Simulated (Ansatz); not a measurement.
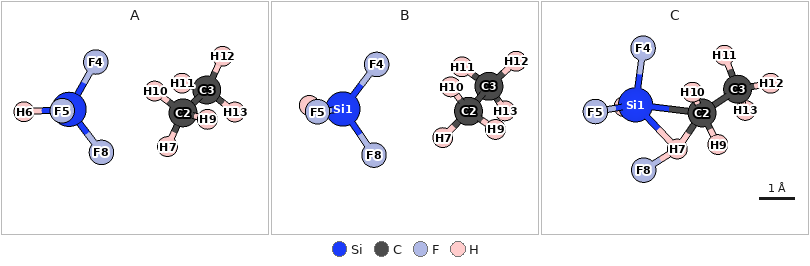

3 geometries from a converged minimum-energy path of C2H7F3Si, shuffled. A ball-and-stick model, seen face on.

Theory: RKS PBE-D4/def2-SVP in Ansatz. Set-up: 5 movable images; climbing image; force threshold 0.05 eV/Å; iteration limit 60; starting path through a guess of the saddle point.

### Which of them lies highest in energy?

C. In order along the path, whose images run from 0 to 6: C (image 3, +27.6 kcal/mol), B (image 5, −27.7 kcal/mol), A (image 6, −28.2 kcal/mol). Breaking: H7–F8 (0.95 → 1.23 at the top → 2.66 Å), Si1–C2 (1.87 → 2.10 at the top → 3.70 Å). Forming: C2–H7 (3.09 → 1.33 at the top → 1.11 Å), Si1–F8 (2.97 → 1.90 at the top → 1.62 Å).

Cost: 4.4 min on 4 threads of Arm Neoverse N1, with other jobs on the host, peak memory 0.17 GiB.
